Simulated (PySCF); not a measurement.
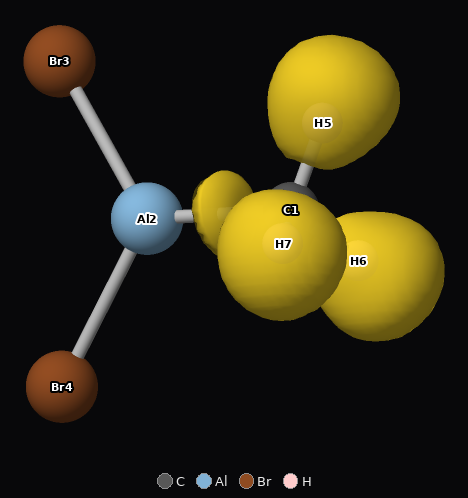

The picture shows: CH3AlBr2. Isosurface of the electron localisation function at 0.9 (yellow), seen at a tilt. Core shells and regions of very low density are left out.

Geometry: GFN2-xTB.

Theory: B3LYP/def2-SVPD, SCF density, gas phase (PySCF 2.14.0).

```xyz
7

C    -1.0070   -0.0214    0.0429
Al    0.9645    0.0297   -0.0481
Br    2.1039    1.9811   -0.1288
Br    2.1907   -1.8696   -0.0775
H    -1.4412    0.9826    0.0864
H    -1.3620   -0.5701    0.9217
H    -1.4456   -0.5274   -0.8237
```

**Describe the localisation domains.**

The surface consists of one region between bonded Al–C atoms (shared pairs) and three regions around hydrogen nuclei. Profiles from the grid: C–Al (1.97 Å): the ELF peaks at about 0.95 between the atoms, as expected for a shared but strongly polarised pair. Al–Br (2.26 Å): the ELF peaks at about 0.85 in the valence shell of Br, 1.1 Å from its nucleus, and is about 0.85 at the midpoint.
